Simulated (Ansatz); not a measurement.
# C2H8GeOS (SMILES C[CH](O)[GeH2][SH]): what the fields show

Input file:

```
crystal:
  periodic: [false, false, false]
  atoms:
    - { symbol: C, position_ang: [-1.4524, 0.1108, 0.9339] }
    - { symbol: C, position_ang: [-0.153, 0.5039, 0.3132] }
    - { symbol: O, position_ang: [0.7235, 0.8147, 1.3245] }
    - { symbol: Ge, position_ang: [0.5951, -0.9923, -0.7331] }
    - { symbol: S, position_ang: [2.4512, -0.4571, -1.6997] }
    - { symbol: H, position_ang: [-2.2316, -0.0642, 0.1179] }
    - { symbol: H, position_ang: [-1.8584, 1.0201, 1.5111] }
    - { symbol: H, position_ang: [-1.3669, -0.7045, 1.5905] }
    - { symbol: H, position_ang: [-0.2736, 1.4, -0.3191] }
    - { symbol: H, position_ang: [1.5411, 1.2427, 0.9267] }
    - { symbol: H, position_ang: [-0.5204, -1.3636, -1.8077] }
    - { symbol: H, position_ang: [0.7519, -2.2142, 0.2205] }
    - { symbol: H, position_ang: [1.8139, 0.6688, -2.364] }
basis:
  gaussian: { orbitals: def2-SVP }
hamiltonian:
  xc: b3lyp
  dispersion: d4
relax:
  f_tol: 0.015
  max_steps: 40
output:
  orbitals: {}
```

Run with:

```sh
ansatz run input.yaml --threads 2 --pin off --max-ram 3072MiB --backend cpu --events-out ev --progress --plain --runs-dir out
```

The fields are those of the relaxed geometry.

Method: RKS B3LYP-D4/def2-SVP (Ansatz).

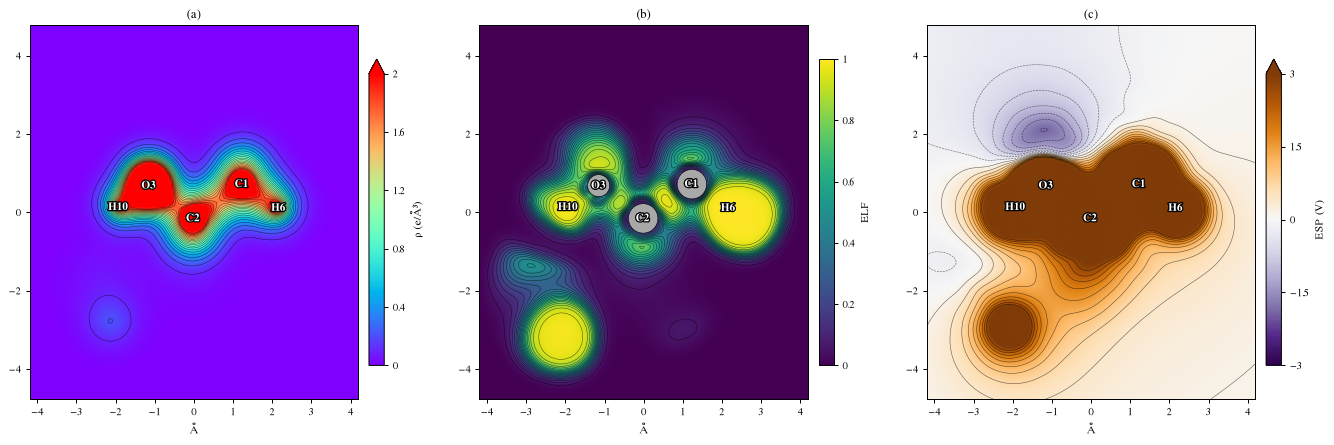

Figure 1. (a) electron density; (b) ELF; (c) electrostatic potential on the plane of atoms C2, C1 and H6. Grey discs cover the atomic cores in the ELF map.

Question: Read the bonding off the picture.

Answer: Atoms in the plane: C, O and H.
C–O (1.41 Å): the density is about 2 e/Å³ at the midpoint, with its minimum of 1.8 e/Å³ about 0.5 Å from C; the ELF peaks at about 0.90 between the atoms: a polar covalent bond.
C–C (1.52 Å): ρ at the midpoint is about 1.7 e/Å³; the ELF peaks at about 0.95 between the atoms: localised, covalent bonding.
O–H (0.97 Å): ρ at the midpoint is about 3.7 e/Å³; the ELF climbs to about 1 towards the hydrogen, as it does in any bond to H; an ordinary covalent bond to hydrogen.
C–H (1.10 Å): ρ at the midpoint is about 1.9 e/Å³; the ELF climbs to about 1 towards the hydrogen (a covalent bond by its length).
The ELF also peaks beside O3, away from the bonds: lone-pair regions.
Outside the dense part of the molecule the potential is most negative (−1.9 V) near O3.

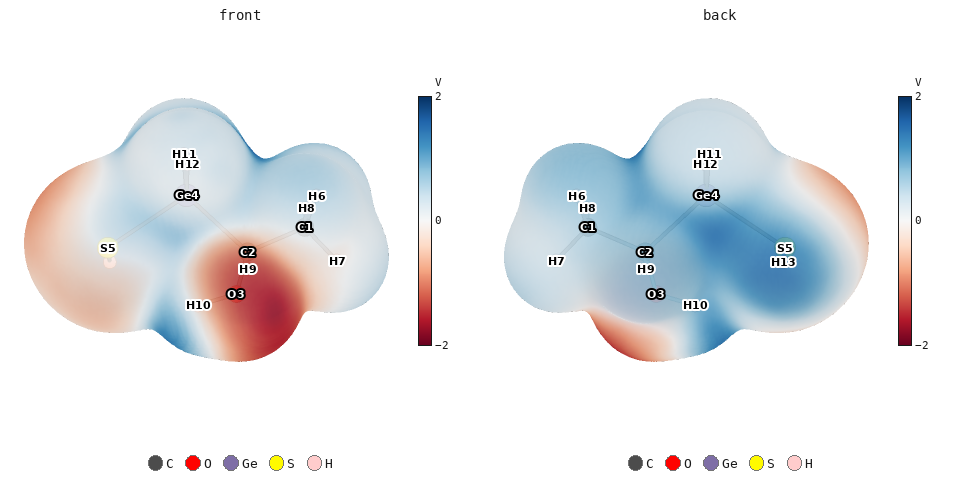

Figure 2. The electrostatic potential painted on the density surface at 0.002 e/bohr³, seen from the front and from behind; red is negative and blue positive.

Question: Describe the electrostatic potential map.

Answer: The most negative region (about −1.6 V, or −37 kcal/mol for a unit charge) lies over O3, the most positive (about +1.5 V, or +35 kcal/mol for a unit charge) over Ge4 and H13. O3 is the likeliest acceptor of a hydrogen bond.

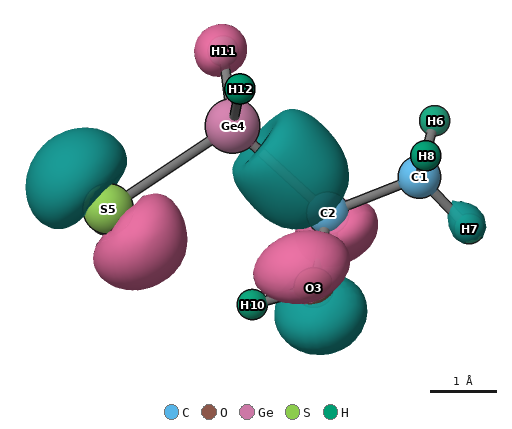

Figure 3. The HOMO at ±0.15 Å⁻³ᐟ² (teal and pink are the two phases), seen across its widest extent.

Question: Where does this orbital lie, and at what energy?

Answer: By Hirshfeld shares it lies mainly on S5 (about 30 %), O3 (about 25 %), C2 (about 15 %) and Ge4 (about 15 %). Its energy is −6.76 eV.
